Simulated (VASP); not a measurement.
Band structure of Mg₃ZnO₄ (space group Cmmm). Computed with LDA (Ceperley-Alder, Perdew-Zunger), VASP's LDA PAW potentials (set 64) (plane waves; VASP 6.6.1).

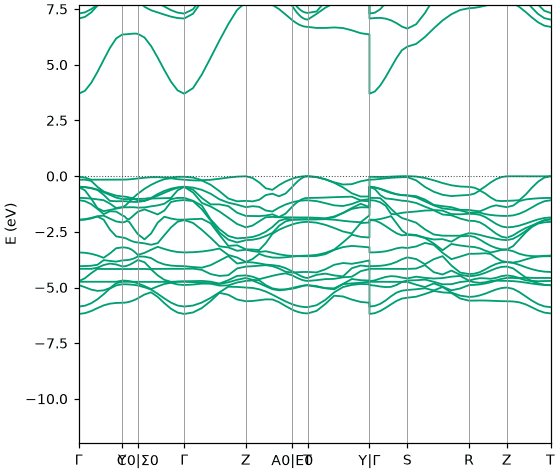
Bands along high-symmetry lines, zero at the valence-band maximum or, without a gap, the Fermi level

**Question.** Read the plot: is there a gap, and where are the band edges?

**Answer.** The gap is indirect, 3.70 eV, from the valence maximum at S to the conduction minimum at Γ. (Edges off the drawn lines would not show.)

The structure comes from a computed database's Mg3ZnO4 entry (Cmmm); how it stands against other phases isn't given here. It was relaxed first, which changed the volume by -8 %.
